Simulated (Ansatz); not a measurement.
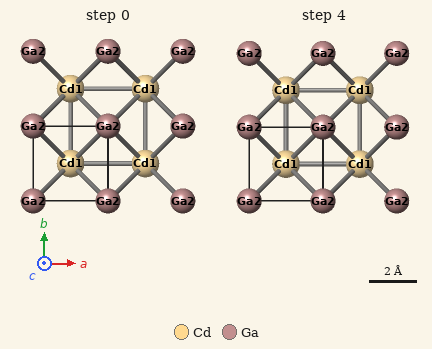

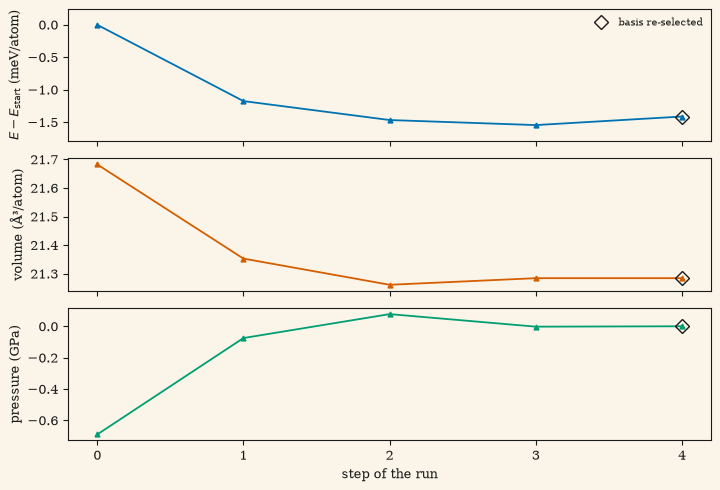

First and last geometry of a relaxation of crystalline CdGa (built on the CuAu (L1_0)_123 type), with the history of the run. A ball-and-stick model of the cell of the calculation, repeated 2 × 2 × 1 with one cell outlined, seen along the c axis.

Case: CuAu (L1_0) type (P4/mmm, No. 123).

Computed with DFT PBE, scalar-relativistic, plane waves, PAW (Ansatz 0.2.0). (plane-wave cutoff 420 eV; k-point mesh 18 × 18 × 14; occupations gaussian; smearing width 0.1 eV; no spin polarisation; cell and atoms relaxed; force threshold 0.01 eV/Å; at most 80 steps)

Read the history and describe the run.

Answer. It converged. Over 3 accepted moves (4 points after the start) the energy falls by 1.4 meV per atom. All forces vanish by symmetry, so only the cell relaxes. Pressure: −0.69 GPa at the start and 0.00 GPa at the end. At 1 point the geometry stayed and the basis and grid were re-selected for the new cell (energy shift of 0.1 meV per atom at most each time). No atom moves by more than 0.005 Å relative to the cell. The volume changes by −1.8 %, with a = b 3.210 → 3.166 Å (−1.4 %), c 4.208 → 4.248 Å (+1.0 %). Some distances before and after: Cd1–Cd1 3.210 → 3.166 Å, Cd1–Ga2 3.095 → 3.086 Å. The space group stays P4/mmm (No. 123).
